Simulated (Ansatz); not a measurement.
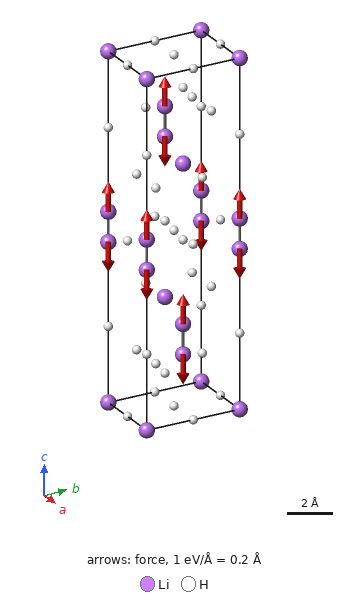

Starting geometry of solid Li3H8 (a generated structure, set up in R-3m) (coarse preliminary run) with the computed forces as red arrows. Style: ball-and-stick. Shown: the conventional cell (3 times the calculation's cell), slightly off an axis. Lengths and directions refer to the drawn axes.

Level of theory: DFT PBE, scalar-relativistic, plane waves, PAW in Ansatz. Settings: plane-wave cutoff 420 eV; k-point mesh 6 × 6 × 6; occupations gaussian; smearing width 0.1 eV; no spin polarisation; cell and atoms relaxed; force threshold 0.04 eV/Å; at most 70 steps.

Question: Is this structure relaxed? If not, where do the atoms go?

Answer: It isn't relaxed: the largest force vector, on Li atoms, is 6.90 eV/Å. The final displacements follow the starting forces only in part (cosine between the two patterns 0.77). The largest moves relative to the cell, 0.75 Å, are those of H atoms. By element the largest moves are H 0.75 Å, Li 0.64 Å. The volume changes by −54.4 %, with a = b 6.052 → 4.212 Å (−30.4 %), c 16.108 → 15.162 Å (−5.9 %). Some distances before and after: Li–Li 1.394 → 2.602 Å, H–Li 3.026 → 2.106 Å, H–Li 2.646 → 1.727 Å. New bonds form: H–Li (2.65 → 1.73 Å). Bonds break: Li–Li (1.39 → 2.60 Å). The space group stays R-3m (No. 166). Over 7 accepted moves (8 points after the start) the energy falls by 10.928 eV per cell of the calculation. The largest force component goes from 6.9 to 0.033 eV/Å. Pressure: −7.53 GPa at the start and −0.18 GPa at the end. The SCF was repeated once at an unchanged geometry on a basis and grid sized afresh for the cell, which shifted the energy by 14.9 meV per cell of the calculation at most.
